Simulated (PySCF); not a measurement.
Vertical excitations of a molecule C2H4ClFSi2 from TDDFT-LC-ωPBE/def2-SVPD in PySCF, as energy in eV (oscillator strength): 5.93 (0.001), 6.23 (0.018), 6.26 (0.003), 6.89 (0.034), 6.99 (0.036), 8.04 (0.486), 8.24 (0.004), 8.38 (0.062), 8.46 (0.024), 8.55 (0.014). Lowest triplet (TDA): 4.71 eV. Geometry optimised at B3LYP-D3(BJ)/def2-SVP. The values are those of a single conformer.

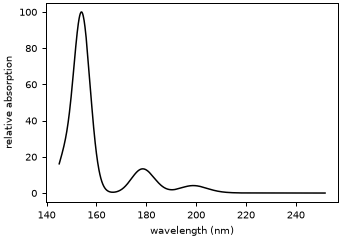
Figure. The lines broadened by 0.4 eV.

Question: Which molecule gave these data?
(A) C#C[Si@H](Cl)[SiH2]F
(B) FC1=C(Cl)[SiH2][SiH2]1
(C) C#C[SiH2][Si@H](F)Cl
(D) C#C[Si@H](F)[SiH2]Cl

Answer: C, C#C[SiH2][Si@H](F)Cl
